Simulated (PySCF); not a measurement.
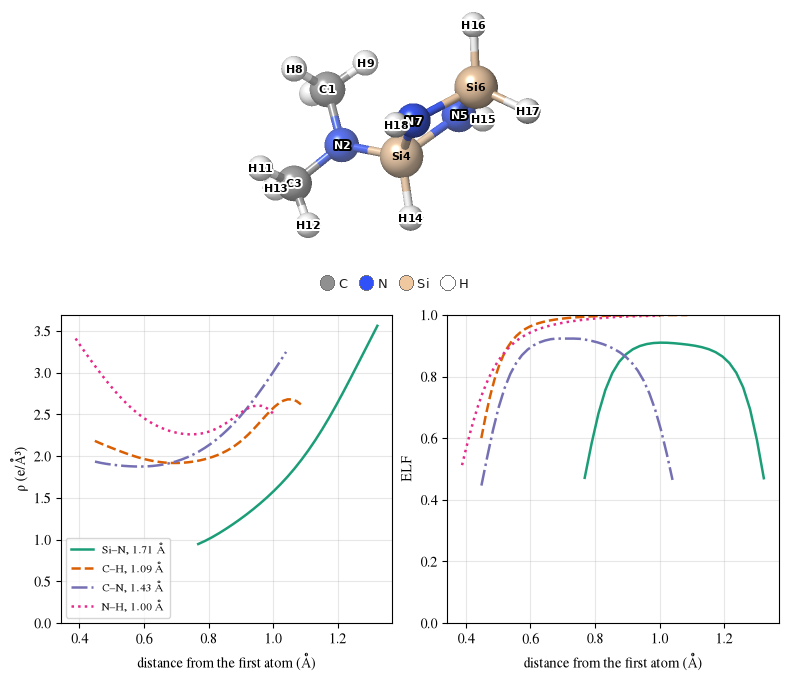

The picture shows: C2H11N3Si2 (SMILES CN(C)[SiH]1N[SiH2]N1). Total electron density and electron localisation function along straight lines between neighbouring atoms. The curves leave out the atomic cores. The structure is drawn too.

Geometry: GFN2-xTB.

The calculation used PySCF, PBE0/pcSseg-1, SCF density, gas phase, non-relativistic.

Input

```
{"job": {"kind": "nmr", "xc": "PBE0", "basis": "pcSseg-1"}, "charge": 0, "multiplicity": 1}
C     -1.424246     1.262730    -0.131586
N     -1.150990    -0.127377    -0.391174
C     -2.224361    -0.997052    -0.004416
Si     0.435461    -0.708639    -0.633417
N      1.422674     0.435192    -1.503542
Si     2.752341     0.419494    -0.391329
N      1.676103    -0.538036     0.580886
H     -1.613581     1.444133     0.933163
H     -0.568350     1.854153    -0.443083
H     -2.308367     1.580303    -0.694879
H     -2.402981    -0.964945     1.078067
H     -1.984895    -2.019063    -0.283489
H     -3.150000    -0.701098    -0.508084
H      0.330289    -2.054394    -1.188098
H      1.391486     0.701362    -2.469163
H      3.047367     1.731189     0.176992
H      3.933257    -0.303542    -0.856404
H      1.830034    -1.008091     1.453141
```

Run with:

```sh
OMP_NUM_THREADS=1 python probes_run.py task.json out
```

What can be read from the curves?

Answer. Si–N (1.71 Å): ρ is about 1.1 e/Å³ halfway; the ELF peaks at about 0.90 between the atoms, as expected for a polar covalent bond.
C–H (1.09 Å): ρ is about 2 e/Å³ halfway; the ELF climbs to about 1 towards the hydrogen, as it does in any bond to H (a covalent bond by its length).
C–N (1.43 Å): ρ is about 2 e/Å³ halfway; the ELF peaks at about 0.90 between the atoms: a shared electron pair.
N–H (1.00 Å): ρ at the midpoint is about 2.8 e/Å³; the ELF climbs to about 1 towards the hydrogen; an ordinary covalent bond to hydrogen.
